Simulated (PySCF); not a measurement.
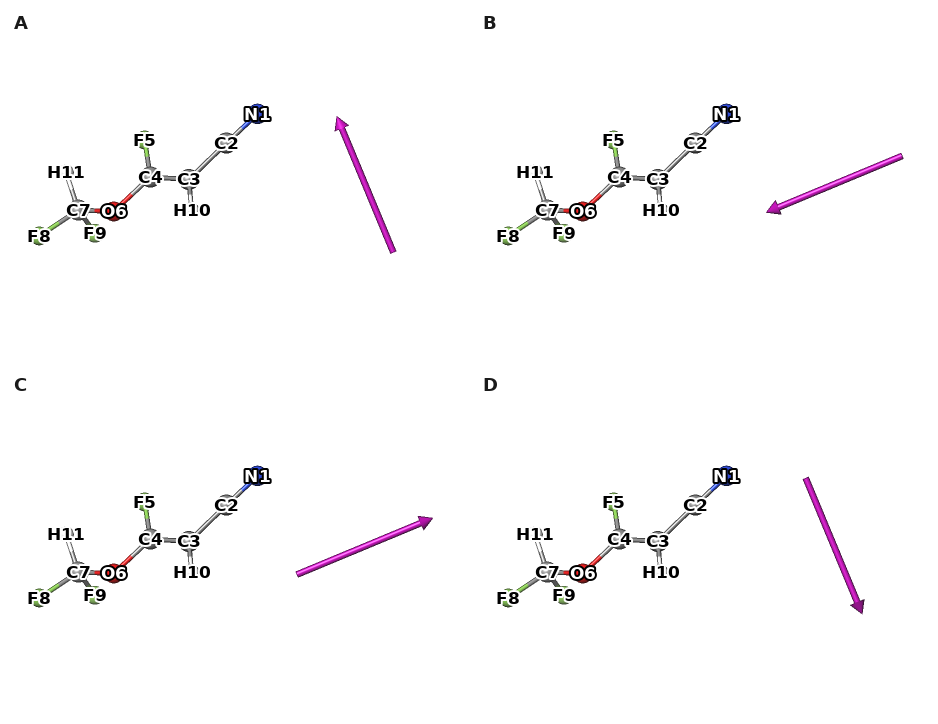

The same molecule four times, each with an arrow. The geometry was computed by an optimisation with GFN2-xTB. No frequency run is at hand to confirm it as a minimum. Method: PBE0/pcSseg-1, gas phase (PySCF 2.14.0).

Question: Which arrow points along the dipole moment, from the negative to the positive end?

Answer: B. The dipole moment is 3.20 D; it points from the side of N1 to the side of F8 (the outermost atoms at the two ends).
